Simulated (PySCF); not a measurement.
**PBE/cc-pVTZ run of GeO (SMILES [O]=[Ge])**

What is the vertical ionisation energy of GeO at PBE/cc-pVTZ? Input form: a Python script.

The calculation is run with PySCF 2.14.0.

9 further runs of the same task are left out: 3 that didn't finish, 6 set aside as unsound or not needed.

## 1. The molecule

The species is GeO (2 atoms), meant as a singlet with charge 0. As SMILES, `[O]=[Ge]`. Geometry: relaxed at PBE0-D4/def2-TZVP.

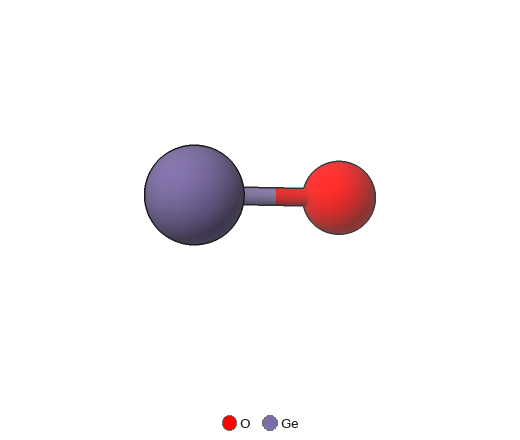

Viewed from a chosen angle; oxygen red, germanium purple.

## 2. A single-point energy at PBE/cc-pVTZ

Input file calc.py:

```python
from pyscf import gto, dft

mol = gto.M(
    atom='''
O      0.000000     0.000000    -0.043539
Ge     0.000000     0.000000     3.022674
''',
    charge=0,
    basis='cc-pvtz',
    unit='bohr',
    max_memory=1860,
    verbose=4,
)

mf = dft.RKS(mol, xc='pbe')
mf.conv_tol = 1e-10
mf.grids.level = 5
mf.kernel()
if not mf.converged:
    mf = mf.newton().run(mf.mo_coeff, mf.mo_occ)

e_tot = mf.e_tot
print(f'total energy: {e_tot:.8f} hartree')
```

Launch:

```
OMP_NUM_THREADS=1 python calc.py
```

The log of the run:

```text
PySCF version 2.14.0

[INPUT] num. atoms = 2
[INPUT] num. electrons = 40
[INPUT] charge = 0
[INPUT] spin (= nelec alpha-beta = 2S) = 0
[INPUT] symmetry False subgroup None
[INPUT] Mole.unit = bohr
[INPUT] Symbol           X                Y                Z      unit          X                Y                Z       unit  Magmom
[INPUT]  1 O      0.000000000000   0.000000000000  -0.023039846586 AA    0.000000000000   0.000000000000  -0.043539000000 Bohr   0.0
[INPUT]  2 Ge     0.000000000000   0.000000000000   1.599530196840 AA    0.000000000000   0.000000000000   3.022674000000 Bohr   0.0

nuclear repulsion = 83.4906120351065
number of shells = 19
number of NR pGTOs = 153
number of NR cGTOs = 73
basis = cc-pvtz
ecp = {}

******** <class 'pyscf.dft.rks.RKS'> ********
method = RKS
initial guess = minao
damping factor = 0
level_shift factor = 0
DIIS = <class 'pyscf.scf.diis.CDIIS'>
diis_start_cycle = 1
diis_space = 8
diis_damp = 0
SCF conv_tol = 1e-10
SCF conv_tol_grad = None
SCF max_cycles = 50
direct_scf = True
direct_scf_tol = 1e-13
XC library pyscf.dft.libxc version 7.0.0
    S. Lehtola, C. Steigemann, M. J.T. Oliveira, and M. A.L. Marques.,  SoftwareX 7, 1–5 (2018)
XC functionals = pbe
    J. P. Perdew, K. Burke, and M. Ernzerhof.,  Phys. Rev. Lett. 77, 3865 (1996)
    J. P. Perdew, K. Burke, and M. Ernzerhof.,  Phys. Rev. Lett. 78, 1396 (1997)
    J. P. Perdew, K. Burke, and M. Ernzerhof.,  Phys. Rev. Lett. 77, 3865 (1996)
    J. P. Perdew, K. Burke, and M. Ernzerhof.,  Phys. Rev. Lett. 78, 1396 (1997)
radial grids:
    Treutler-Ahlrichs [JCP 102, 346 (1995); DOI:10.1063/1.469408] (M4) radial grids

becke partition: Becke, JCP 88, 2547 (1988); DOI:10.1063/1.454033
pruning grids: <function nwchem_prune>
grids dens level: 5
symmetrized grids: False
atomic radii adjust function: <function treutler_atomic_radii_adjust>
small_rho_cutoff = 0
Set gradient conv threshold to 1e-05
Initial guess from minao.
tot grids = 87720
init E= -2151.35331713251
  HOMO = -0.302356926222615  LUMO = -0.1023014682673  gap/eV = 5.44379
cycle= 1 E= -2151.55590008814  delta_E= -0.203  |g|= 1.33  |ddm|= 1.35
  HOMO = -0.0533546416027555  LUMO = 0.0701081789431477  gap/eV = 3.35959
cycle= 2 E= -2145.47153646046  delta_E= 6.08  |g|= 3.75  |ddm|=  3.1
  HOMO = -0.272275336991029  LUMO = -0.0948812733263848  gap/eV = 4.82714
cycle= 3 E= -2151.80610170832  delta_E= -6.33  |g|= 0.595  |ddm|= 2.96
  HOMO = -0.236213399290017  LUMO = -0.0900273082768284  gap/eV = 3.97793
cycle= 4 E= -2151.825563875  delta_E= -0.0195  |g|= 0.661  |ddm|= 0.723
  HOMO = -0.257149989714451  LUMO = -0.104266661321179  gap/eV = 4.16017
cycle= 5 E= -2151.89821608286  delta_E= -0.0727  |g|= 0.261  |ddm|= 0.223
  HOMO = -0.254636887646511  LUMO = -0.100195649398714  gap/eV = 4.20256
cycle= 6 E= -2151.90794692436  delta_E= -0.00973  |g|= 0.178  |ddm|= 0.0678
  HOMO = -0.262054486047479  LUMO = -0.102611440436785  gap/eV = 4.33867
cycle= 7 E= -2151.91463353185  delta_E= -0.00669  |g|= 0.0192  |ddm|= 0.0699
  HOMO = -0.261940976651537  LUMO = -0.102362869304601  gap/eV = 4.34234
cycle= 8 E= -2151.91471206853  delta_E= -7.85e-05  |g|= 0.00387  |ddm|= 0.00765
  HOMO = -0.262050996351023  LUMO = -0.102339955713931  gap/eV = 4.34596
cycle= 9 E= -2151.91471528262  delta_E= -3.21e-06  |g|= 0.000209  |ddm|= 0.0019
  HOMO = -0.26209560501278  LUMO = -0.102379200931755  gap/eV = 4.34610
cycle= 10 E= -2151.91471529321  delta_E= -1.06e-08  |g|= 1.43e-05  |ddm|= 0.000235
  HOMO = -0.262093316126206  LUMO = -0.102376701459642  gap/eV = 4.34611
cycle= 11 E= -2151.91471529324  delta_E= -3.41e-11  |g|= 5.8e-06  |ddm|= 1.6e-05
  HOMO = -0.262092035626459  LUMO = -0.102376494065107  gap/eV = 4.34608
Extra cycle  E= -2151.91471529307  delta_E= 1.76e-10  |g|= 2.95e-05  |ddm|= 1.55e-05
converged SCF energy = -2151.91471529307
total energy: -2151.91471529 hartree
```

Run time: 6.9 s. Hardware: 1 thread of Arm Neoverse V1, shared host; peak memory 0.34 GiB.

## 3. The doublet cation at the same level

Input file job.py:

```python
from pyscf import gto, dft

system = gto.M(
    atom='''
O      0.000000     0.000000    -0.023040
Ge     0.000000     0.000000     1.599530
''',
    spin=1,
    basis='cc-pvtz',
    max_memory=1860,
    charge=1,
    verbose=3,
)

ks = dft.UKS(system, xc='pbe')
ks.conv_tol = 1e-10
ks.grids.level = 5
ks.kernel()
if not ks.converged:
    ks = ks.newton().run(ks.mo_coeff, ks.mo_occ)

e_final = ks.e_tot
print('E = %.10f Eh' % e_final)
```

Launch:

```
OMP_NUM_THREADS=1 python job.py
```

The log of the run:

```text
WARN: HOMO -0.302356924734143 >= LUMO -0.302356924734145

converged SCF energy = -2151.51143401847  <S^2> = 0.75473087  2S+1 = 2.0047253
E = -2151.5114340185 Eh
```

Wall time 11 s (1 thread of Arm Neoverse V1, shared host); peak memory 0.35 GiB.

## 4. Results

Level: PBE/cc-pVTZ.

```
                                          quantity           value
                         singlet GeO: total energy  -2151.91472 Eh
                        singlet GeO: dipole moment          2.87 D
                          singlet GeO: HOMO energy        -7.13 eV
                          singlet GeO: LUMO energy        -2.79 eV
                        singlet GeO: HOMO–LUMO gap         4.35 eV
                      doublet cation: total energy  -2151.51143 Eh
doublet cation: HOMO energy (highest over α and β)       -15.64 eV
 doublet cation: LUMO energy (lowest over α and β)       -14.86 eV
                              doublet cation: ⟨S²⟩           0.755
vertical ionisation energy (to the doublet cation)       10.974 eV
```

In words: Removing an electron at fixed nuclei costs 10.97 eV (1059 kJ/mol). The negative HOMO energy of the first species, 7.13 eV, lies 3.84 eV below that difference.
